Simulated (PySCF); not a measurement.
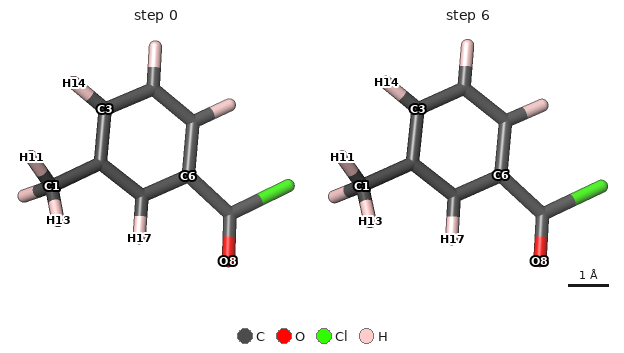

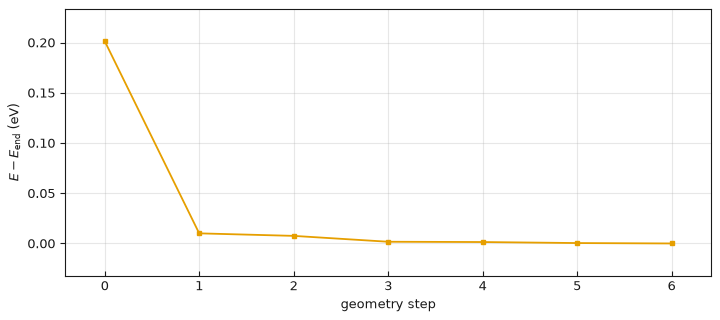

First and last geometry of a relaxation of C₈H₇ClO, with the history of the run. Style: stick. Shown at a tilt.

The start comes from GFN2-xTB. Its atoms were then displaced at random by about 0.01 Å.

Computed with PySCF, PBE0-D3(BJ)/def2-SVP geometry optimisation, gas phase. 

Question: Read the history and describe the run.

Answer: It converged. Over 6 geometry steps the energy falls by 0.201 eV. The atom that moves furthest after the best rigid fit is the Cl atom (0.047 Å). By element the largest moves are Cl 0.047 Å, H 0.040 Å, C 0.038 Å, O 0.026 Å. Near-neighbour distances that change, for instance: C–H 1.045 → 1.099 Å, C–C 1.434 → 1.393 Å, C–C 1.355 → 1.391 Å, C–H 1.069 → 1.092 Å. Bond angles that change, for instance: C–C–H 122.8° → 119.7°, C–C–H 116.9° → 119.9°, C–C–H 114.3° → 111.5°.
